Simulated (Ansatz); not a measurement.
## Run report: C2H7NOSi, geometry relaxation (part 1 of 2)

C2H7NOSi, computed with UKS LDA/STO-3G (Ansatz 0.2.0).

It belongs to a series of runs on one base structure; here: end point B relaxed. Figures and captions count atoms from 1; the log counts them from 0 in places.

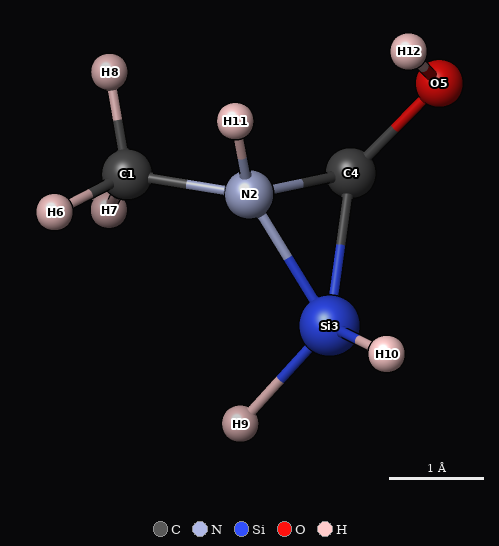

Figure 1. The input geometry (ball-and-stick view, seen at a tilt; atoms are numbered from 1 in the order of the input).

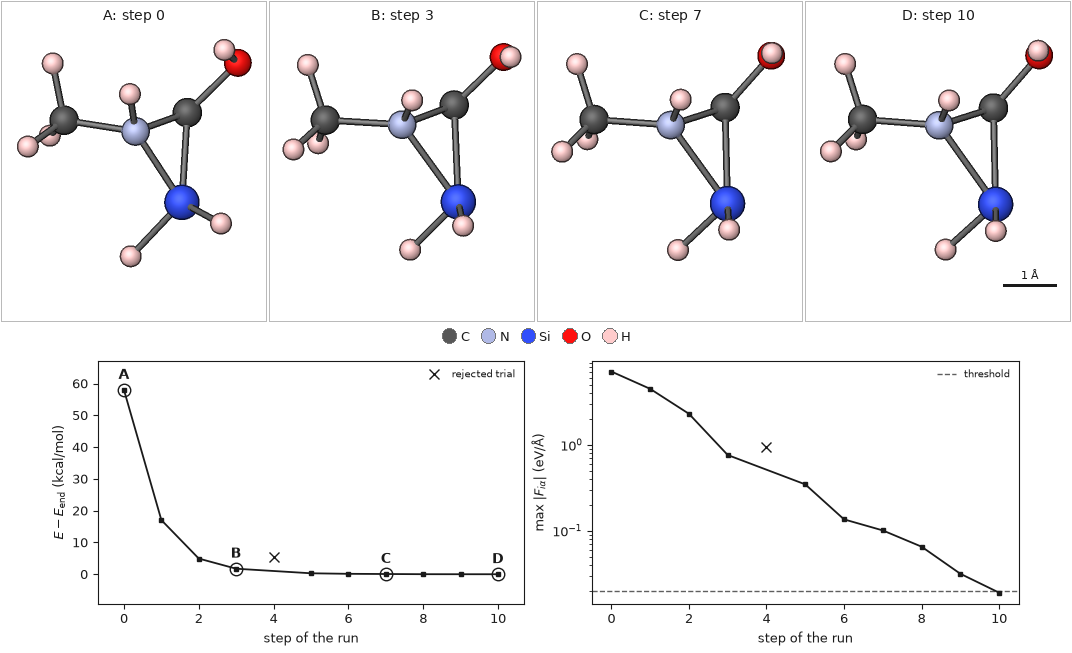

Figure 2. Frames of the relaxation (ball-and-stick view, seen at a tilt) above the curves, on which the letters mark them (the first geometry is step 0 here and step 1 in the log).

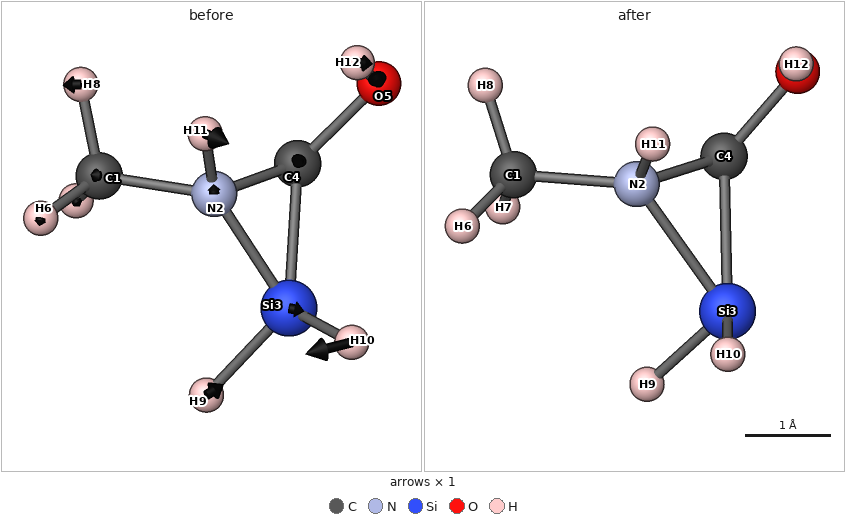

Figure 3. Before (left) and after (right) the relaxation, at one scale (ball-and-stick view, seen at a tilt). The black arrows give the displacements, at true length. The atom that moves furthest after the best rigid fit is H10 (0.60 Å). By element the largest moves are H 0.60 Å, O 0.25 Å, Si 0.19 Å, C 0.17 Å, N 0.12 Å. Among the contacts that change: N2–Si3 1.657 → 1.886 Å, Si3–C4 1.822 → 1.995 Å, N2–C4 1.457 → 1.591 Å, O5–H12 0.976 → 1.050 Å. Among the angles that change: Si3–N2–H11 141.1° → 115.4°, C1–N2–H11 90.0° → 109.5°, C4–Si3–H10 120.6° → 133.3°. After 10 geometry steps the energy has fallen by 58.0 kcal/mol. Largest force component: 7.1 eV/Å at the start, 0.019 eV/Å at the end. The line search rejected the trial step at point 4 (counted from 0) and went back. (Atoms are counted from 1 in the order of the input.)

The input that produced these results follows, with the program's output.

The input
```yaml
crystal:
  periodic: [false, false, false]
  atoms:
    - { symbol: C, position_ang: [-1.2855, -0.0325, 0.7] }
    - { symbol: "N", position_ang: [-0.1369, 0.4295, -0.0186] }
    - { symbol: Si, position_ang: [1.4256, 0.2381, 0.4983] }
    - { symbol: C, position_ang: [0.5066, -0.5856, -0.8423] }
    - { symbol: O, position_ang: [0.6165, -0.1952, -2.2139] }
    - { symbol: H, position_ang: [-1.5864, 0.7557, 1.4667] }
    - { symbol: H, position_ang: [-1.2185, -0.9697, 1.1693] }
    - { symbol: H, position_ang: [-2.1428, -0.0089, -0.0121] }
    - { symbol: H, position_ang: [1.3649, -0.2458, 1.9481] }
    - { symbol: H, position_ang: [2.1313, 1.5303, 0.2545] }
    - { symbol: H, position_ang: [-0.7374, 1.08709, -0.55579] }
    - { symbol: H, position_ang: [0.174, 0.6695, -2.3093] }
magnetization:
  spin_polarized: true
basis:
  gaussian: { orbitals: STO-3G }
hamiltonian:
  xc: lda
relax:
  f_tol: 0.02
  max_steps: 50
```

Launch command:
```bash
ansatz run input.yaml --threads 1 --pin off --max-ram 2048MiB --backend cpu --events-out ev --progress --plain --runs-dir out
```

Log
```
The last accepted step is kept in [file] (removed where the run ends without a failure and the disk answers)
Engine: ansatz 0.2.0, aarch64-unknown-linux-gnu
Functional definition: SPW92
  exchange = slater_x
  correlation = pw_c
532 factors; integrals over basis functions are off by at most 9.1e-6 eV
mean field evaluation 1: about -13347.6939 eV, gradient 2.0e1 eV
mean field evaluation 2: about -13322.3096 eV, gradient 5.5e1 eV
mean field evaluation 4: about -13350.8169 eV, gradient 2.7e0 eV
mean field evaluation 8: about -13350.7599 eV, gradient 7.5e-2 eV
mean field evaluation 16: about -13350.7600 eV, gradient 1.9e-5 eV
mean field -13350.75996834 eV, -490.6313793665 hartree, gradient 1.9e-5 eV, S^2 0.000000; 0 other end points of the search recorded, 0 dependent functions left out
the calculation of the forces begins
reference -13350.75998952 eV, -490.6313801448 hartree; 24, 24 occupied and 12, 12 virtual orbitals, 532 factors
relax step   1: F+E_penalty+E_count = -13350.75996834 eV  Δ(F+E_penalty+E_count) = +0.000e0 eV  max|allowed force component| = 7.141e0 eV/Å  Δτ_max = 0.0000 Å  (27 SCF iters, accepted)
these checks for a lower state are left out or cut short: starts, cluster_reference, orbital_swaps, neighbouring_geometries, increment
532 factors; integrals over basis functions are off by at most 1.9e-5 eV
mean field -13352.53468237 eV, -490.6965989041 hartree, gradient 2.2e-5 eV, S^2 0.000000; 0 other end points of the search recorded, 0 dependent functions left out
the calculation of the forces begins
reference -13352.53470342 eV, -490.6965996775 hartree; 24, 24 occupied and 12, 12 virtual orbitals, 532 factors
relax step   2: F+E_penalty+E_count = -13352.53468237 eV  Δ(F+E_penalty+E_count) = -1.775e0 eV  max|allowed force component| = 4.490e0 eV/Å  Δτ_max = 0.1949 Å  (34 SCF iters, accepted)
these checks for a lower state are left out or cut short: starts, cluster_reference, orbital_swaps, neighbouring_geometries, increment
533 factors; integrals over basis functions are off by at most 1.3e-5 eV
mean field evaluation 32: about -13353.0596 eV, gradient 2.6e-5 eV
mean field -13353.05962181 eV, -490.7158900725 hartree, gradient 2.6e-5 eV, S^2 0.000000; 0 other end points of the search recorded, 0 dependent functions left out
the calculation of the forces begins
reference -13353.05964293 eV, -490.7158908489 hartree; 24, 24 occupied and 12, 12 virtual orbitals, 533 factors
relax step   3: F+E_penalty+E_count = -13353.05962181 eV  Δ(F+E_penalty+E_count) = -5.249e-1 eV  max|allowed force component| = 2.299e0 eV/Å  Δτ_max = 0.1980 Å  (34 SCF iters, accepted)
these checks for a lower state are left out or cut short: starts, cluster_reference, orbital_swaps, neighbouring_geometries, increment
533 factors; integrals over basis functions are off by at most 1.1e-5 eV
mean field -13353.19814083 eV, -490.7209805529 hartree, gradient 1.2e-5 eV, S^2 0.000000; 0 other end points of the search recorded, 0 dependent functions left out
the calculation of the forces begins
reference -13353.19816238 eV, -490.7209813448 hartree; 24, 24 occupied and 12, 12 virtual orbitals, 533 factors
relax step   4: F+E_penalty+E_count = -13353.19814083 eV  Δ(F+E_penalty+E_count) = -1.385e-1 eV  max|allowed force component| = 7.613e-1 eV/Å  Δτ_max = 0.1998 Å  (29 SCF iters, accepted)
these checks for a lower state are left out or cut short: starts, cluster_reference, orbital_swaps, neighbouring_geometries, increment
533 factors; integrals over basis functions are off by at most 2.0e-5 eV
mean field -13353.03936856 eV, -490.7151457795 hartree, gradient 1.6e-5 eV, S^2 0.000000; 0 other end points of the search recorded, 0 dependent functions left out
the calculation of the forces begins
reference -13353.03939005 eV, -490.7151465691 hartree; 24, 24 occupied and 12, 12 virtual orbitals, 533 factors
relax step   5: F+E_penalty+E_count = -13353.03936856 eV  Δ(F+E_penalty+E_count) = +1.588e-1 eV  max|allowed force component| = 9.329e-1 eV/Å  Δτ_max = 0.2000 Å  (35 SCF iters, rejected (line search))
these checks for a lower state are left out or cut short: starts, cluster_reference, orbital_swaps, neighbouring_geometries, increment
533 factors; integrals over basis functions are off by at most 1.1e-5 eV
mean field -13353.26052545 eV, -490.7232731453 hartree, gradient 8.2e-6 eV, S^2 0.000000; 0 other end points of the search recorded, 0 dependent functions left out
the calculation of the forces begins
reference -13353.26054690 eV, -490.7232739335 hartree; 24, 24 occupied and 12, 12 virtual orbitals, 533 factors
relax step   6: F+E_penalty+E_count = -13353.26052545 eV  Δ(F+E_penalty+E_count) = -6.238e-2 eV  max|allowed force component| = 3.465e-1 eV/Å  Δτ_max = 0.0965 Å  (30 SCF iters, accepted)
these checks for a lower state are left out or cut short: starts, cluster_reference, orbital_swaps, neighbouring_geometries, increment
533 factors; integrals over basis functions are off by at most 1.0e-5 eV
mean field -13353.26784617 eV, -490.7235421768 hartree, gradient 8.8e-6 eV, S^2 0.000000; 0 other end points of the search recorded, 0 dependent functions left out
the calculation of the forces begins
reference -13353.26786757 eV, -490.7235429633 hartree; 24, 24 occupied and 12, 12 virtual orbitals, 533 factors
relax step   7: F+E_penalty+E_count = -13353.26784617 eV  Δ(F+E_penalty+E_count) = -7.321e-3 eV  max|allowed force component| = 1.355e-1 eV/Å  Δτ_max = 0.0303 Å  (31 SCF iters, accepted)
these checks for a lower state are left out or cut short: starts, cluster_reference, orbital_swaps, neighbouring_geometries, increment
533 factors; integrals over basis functions are off by at most 1.1e-5 eV
mean field evaluation 64: about -13353.2702 eV, gradient 1.5e-1 eV
mean field -13353.27045278 eV, -490.7236379678 hartree, gradient 2.7e-5 eV, S^2 0.000000; 0 other end points of the search recorded, 0 dependent functions left out
the calculation of the forces begins
reference -13353.27047416 eV, -490.7236387537 hartree; 24, 24 occupied and 12, 12 virtual orbitals, 533 factors
relax step   8: F+E_penalty+E_count = -13353.27045278 eV  Δ(F+E_penalty+E_count) = -2.607e-3 eV  max|allowed force component| = 1.007e-1 eV/Å  Δτ_max = 0.0611 Å  (29 SCF iters, accepted)
these checks for a lower state are left out or cut short: starts, cluster_reference, orbital_swaps, neighbouring_geometries, increment
533 factors; integrals over basis functions are off by at most 1.1e-5 eV
mean field -13353.27284889 eV, -490.7237260232 hartree, gradient 8.0e-6 eV, S^2 0.000000; 0 other end points of the search recorded, 0 dependent functions left out
the calculation of the forces begins
reference -13353.27287026 eV, -490.7237268086 hartree; 24, 24 occupied and 12, 12 virtual orbitals, 533 factors
relax step   9: F+E_penalty+E_count = -13353.27284889 eV  Δ(F+E_penalty+E_count) = -2.396e-3 eV  max|allowed force component| = 6.516e-2 eV/Å  Δτ_max = 0.0336 Å  (31 SCF iters, accepted)
these checks for a lower state are left out or cut short: starts, cluster_reference, orbital_swaps, neighbouring_geometries, increment
533 factors; integrals over basis functions are off by at most 1.1e-5 eV
mean field -13353.27333988 eV, -490.7237440670 hartree, gradient 1.7e-5 eV, S^2 0.000000; 0 other end points of the search recorded, 0 dependent functions left out
the calculation of the forces begins
reference -13353.27336125 eV, -490.7237448523 hartree; 24, 24 occupied and 12, 12 virtual orbitals, 533 factors
relax step  10: F+E_penalty+E_count = -13353.27333988 eV  Δ(F+E_penalty+E_count) = -4.910e-4 eV  max|allowed force component| = 3.151e-2 eV/Å  Δτ_max = 0.0161 Å  (24 SCF iters, accepted)
these checks for a lower state are left out or cut short: starts, cluster_reference, orbital_swaps, neighbouring_geometries, increment
533 factors; integrals over basis functions are off by at most 1.1e-5 eV
mean field -13353.27351860 eV, -490.7237506345 hartree, gradient 1.8e-5 eV, S^2 0.000000; 0 other end points of the search recorded, 0 dependent functions left out
the calculation of the forces begins
reference -13353.27353996 eV, -490.7237514196 hartree; 24, 24 occupied and 12, 12 virtual orbitals, 533 factors
```
